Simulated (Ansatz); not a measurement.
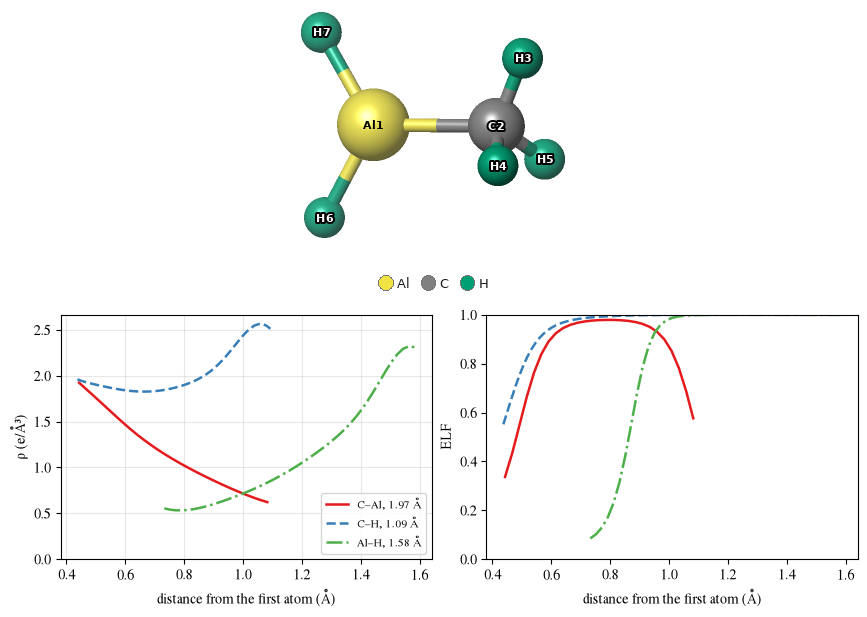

CH5Al. Total electron density and electron localisation function along straight lines between neighbouring atoms. The curves leave out the atomic cores. The structure is drawn too.

Level of theory: Ansatz, RHF/def2-SVP.

```
atom    x (Å)    y (Å)    z (Å)
  Al   0.5652   0.0398  -0.0077
   C   1.0894  -0.0376   1.8875
   H   0.2450  -0.2007   2.5617
   H   1.8149  -0.8402   2.0606
   H   1.5845   0.8911   2.1929
   H   1.6690   0.2469  -1.1248
   H  -0.9481  -0.0992  -0.4542
```

> Compare the contacts.

C–Al (1.97 Å): ρ is about 0.74 e/Å³ halfway; the ELF peaks at about 1 between the atoms (a shared but strongly polarised pair).
C–H (1.09 Å): ρ at the midpoint is about 1.9 e/Å³; the ELF climbs to about 1 towards the hydrogen, as it does in any bond to H (an ordinary covalent bond to hydrogen).
Al–H (1.58 Å): ρ is about 0.53 e/Å³ halfway; the ELF climbs to about 1 towards the hydrogen.
